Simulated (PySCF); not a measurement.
EPR calculation, with input and output: CH5O2Si

The run: EPR calculation of CH5O2Si, multiplicity 2, SMILES [CH2][SiH](O)O. Method and program: UKS B3LYP, pcH-1 on C H O Si, non-relativistic, mean-field spin-orbit, GIAO (PySCF 2.14.0).

It belongs to a series of runs on one base structure; here: H removed from sp3 C.

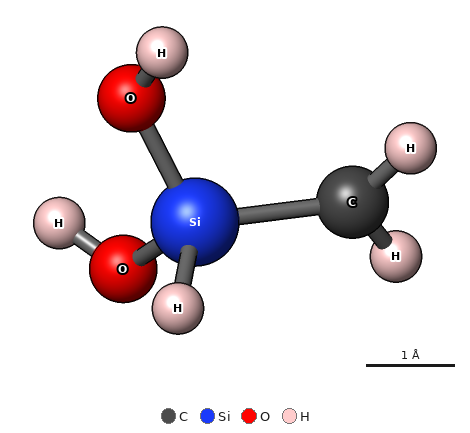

Fig. 1: The structure as given in the input (ball-and-stick view, seen at a tilt).

## Results in brief

```tsv
quantity	value
outcome	converged
total energy	−481.116105 hartree
⟨S²⟩	0.753
isotropic g	2.0025
hardware	1 CPU thread, shared host
wall time	15 s
peak memory	0.62 GiB
```

## Input
```
{"job": {"kind": "epr", "basis": "pcH-1"}, "charge": 0, "multiplicity": 2}
C      1.485878     0.050154    -0.123454
Si    -0.305101    -0.155303     0.305744
O     -1.217848     1.096517    -0.227107
O     -0.916070    -1.472622    -0.418564
H      2.011489     0.983261    -0.018397
H      2.119968    -0.795360    -0.317889
H     -0.502262    -0.319578     1.749748
H     -1.005280     1.986194     0.033434
H     -1.657212    -1.367270    -1.008694
```

The first line tells a small driver script what to run in PySCF; the rest is the geometry in Å.

Launch command:
```bash
OMP_NUM_THREADS=1 python <driver script> task.json out
```

## What the program printed
```
UKS, coarse grid
  cycle   1  E = -480.92136616  |g| = 7.63e-01
  cycle   2  E = -480.61095695  |g| = 1.20e+00
  cycle   3  E = -481.11354351  |g| = 7.33e-02
  cycle   4  E = -481.11548080  |g| = 3.46e-02
  cycle   5  E = -481.11607438  |g| = 6.00e-03
  cycle   6  E = -481.11609091  |g| = 2.62e-03
  cycle   7  E = -481.11609367  |g| = 1.34e-03
  cycle   8  E = -481.11609330  |g| = 2.88e-04
UKS, final grid
  cycle   1  E = -481.11610537  |g| = 3.25e-04
  cycle   2  E = -481.11610534  |g| = 4.75e-04
  cycle   3  E = -481.11610542  |g| = 4.93e-05
  cycle   4  E = -481.11610542  |g| = 1.40e-05
E = -481.11610542 Eh   <S^2> = 0.7529 (exact 0.7500)
g shifts (ppm)      1          2          3
  rmc          -124       -124       -124
  gc              5         27         32
  oz_so         -49        350        621
  total        -168        252        530
hyperfine (MHz)  atom isotope    a_iso     a_fc   dipolar eigenvalues
    0   13C      87.98      88.09    -76.67    -76.47    153.14
    1  29Si      45.47      45.51     -1.70     -0.40      2.09
    2   17O      -5.89      -5.89     -2.53      1.22      1.31
    3   17O      -1.73      -1.72     -2.30      0.94      1.36
    4    1H     -57.20     -57.21    -37.34     -0.77     38.11
    5    1H     -57.84     -57.85    -37.33     -0.77     38.10
    6    1H      45.50      45.51     -4.12     -1.10      5.22
    7    1H      -0.25      -0.25     -2.33     -2.00      4.33
    8    1H      -1.11      -1.11     -2.02     -1.66      3.69
```

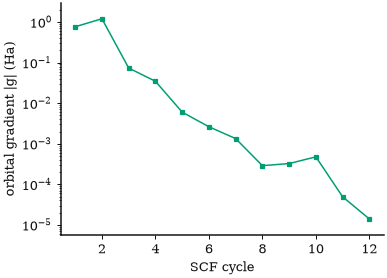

Fig. 2: Convergence of the self-consistent field: orbital gradient |g| against the SCF cycle. All cycles printed in the log are drawn one after another.

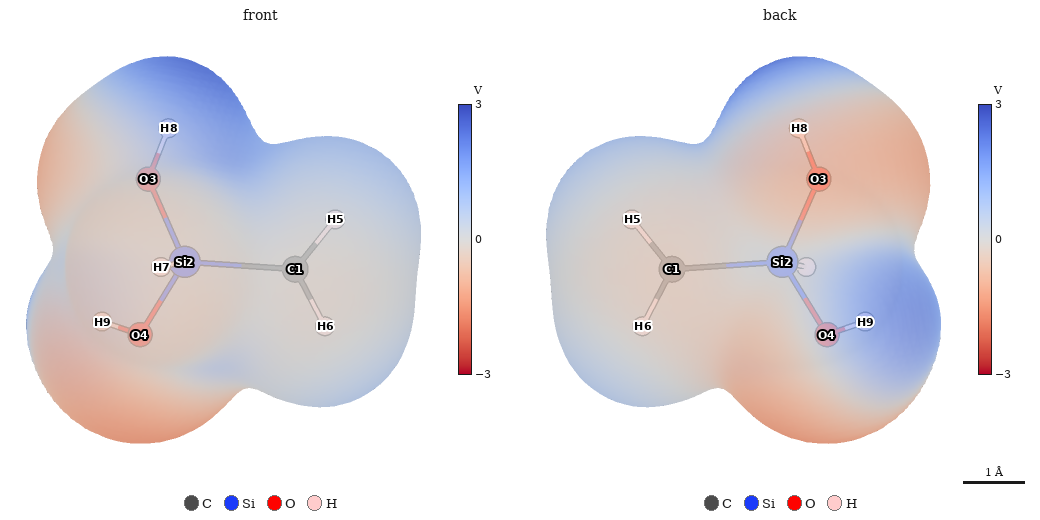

Fig. 3: The electrostatic potential painted on the density surface at 0.001 e/bohr³, seen at a tilt and from behind; the colour scale runs from red (negative) to blue (positive).

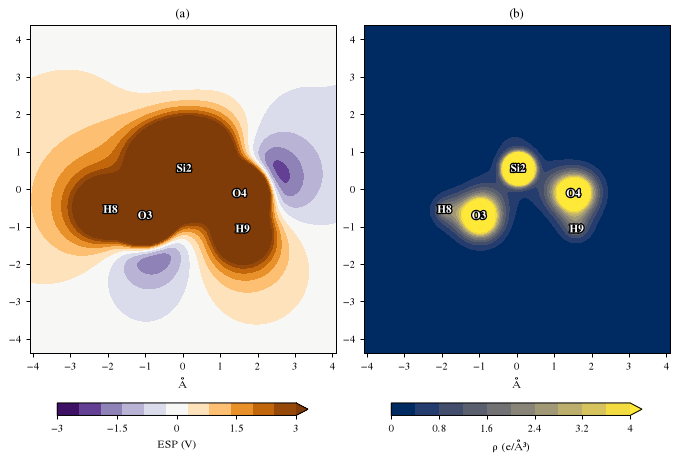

Fig. 4: (a) molecular electrostatic potential; (b) electron density on the plane of atoms Si2, O3 and H8. Atoms in the plane: Si, O and H.
